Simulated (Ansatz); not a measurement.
# Run report: ZrH₄S₂O₂, single-point calculation

- system: ZrH₄S₂O₂, SMILES [OH][Zr]([OH])([SH])[SH]
- method: RHF-MP2, frozen core/def2-QZVPP (Ansatz 0.2.0)

The geometry comes from this level: PBE0-D4/def2-TZVP.

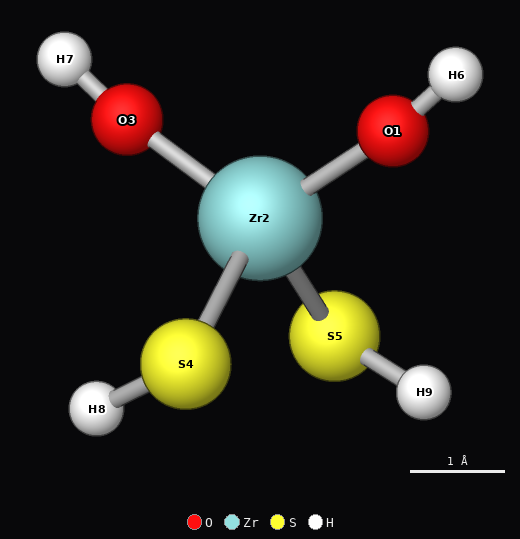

**Figure 1.** The input geometry (ball-and-stick view, seen at a tilt; atoms are numbered from 1 in the order of the input). Sticks mark near contacts. Bond lengths as drawn: H–O 0.95 Å, H–S 1.35 Å, O–Zr 1.90 Å and S–Zr 2.46 Å.

The input
```yaml
crystal:
  periodic: [false, false, false]
  atoms:
    - {symbol: O, position_ang: [-0.784187, 0.914526, -1.589506]}
    - {symbol: Zr, position_ang: [0.081985, 0.041199, -0.138998]}
    - {symbol: O, position_ang: [1.931709, -0.341824, -0.359863]}
    - {symbol: S, position_ang: [-1.223215, -2.018731, 0.184575]}
    - {symbol: S, position_ang: [-0.007023, 1.406018, 1.905669]}
    - {symbol: H, position_ang: [-1.050272, 1.430365, -2.345694]}
    - {symbol: H, position_ang: [2.814577, -0.550603, -0.652562]}
    - {symbol: H, position_ang: [-0.419558, -2.417827, 1.189143]}
    - {symbol: H, position_ang: [-1.344006, 1.536867, 1.807247]}
basis:
  gaussian: {orbitals: "def2-QZVPP.json"}
correlation: {method: mp2}
```

Hardware: 4 threads of Arm Neoverse V2, 23 GiB of memory available, shared host.

Launched with:
```bash
ansatz run in.yaml --threads 4 --pin off --events-out ev --progress --plain --max-ram 10444MiB
```

Log
```
Functional definition: HF
  name "HF"
  cite "Fock, Z. Phys. 61, 126 (1930) doi:10.1007/BF01340294"
  parent pbe
  exchange = exact_x
  correlation = 0
2772 factors; integrals over basis functions are off by at most 1.1e-3 eV
mean field evaluation 1: about -27041.8153 eV, gradient 6.1e1 eV
mean field evaluation 2: about -27041.9658 eV, gradient 6.1e1 eV
mean field evaluation 4: about -27048.7105 eV, gradient 4.1e0 eV
mean field evaluation 8: about -27048.8029 eV, gradient 4.3e-1 eV
mean field evaluation 16: about -27048.8045 eV, gradient 1.7e-6 eV
mean field -27048.80450854 eV, -994.0252313506 hartree, gradient 1.7e-6 eV, S^2 0.000000; 0 other end points of the search recorded, 0 dependent functions left out
12 core orbitals not correlated: weight in the atoms' cores, before any rotation towards them, 1.000 or more for the frozen orbitals, at most 0.000 for the correlated occupied ones
reference -27048.80450854 eV, -994.0252313506 hartree; 20, 20 occupied and 423, 423 virtual orbitals, 2772 factors
second order -35.83283678 eV of doubles, -0.00000000 eV of singles
Total energy: -27084.63734532 eV, -995.3420638140 hartree
```

Summary

```json
{"quantity": "outcome", "value": "converged"}
{"quantity": "total energy", "value": "−27084.6373 eV"}
{"quantity": "mean-field energy", "value": "−27048.8045 eV"}
{"quantity": "SCF solution under orbital rotations", "value": "stable"}
{"quantity": "wall time", "value": "15 s (CPU time 57 s)"}
{"quantity": "peak memory", "value": "2.4 GiB"}
```
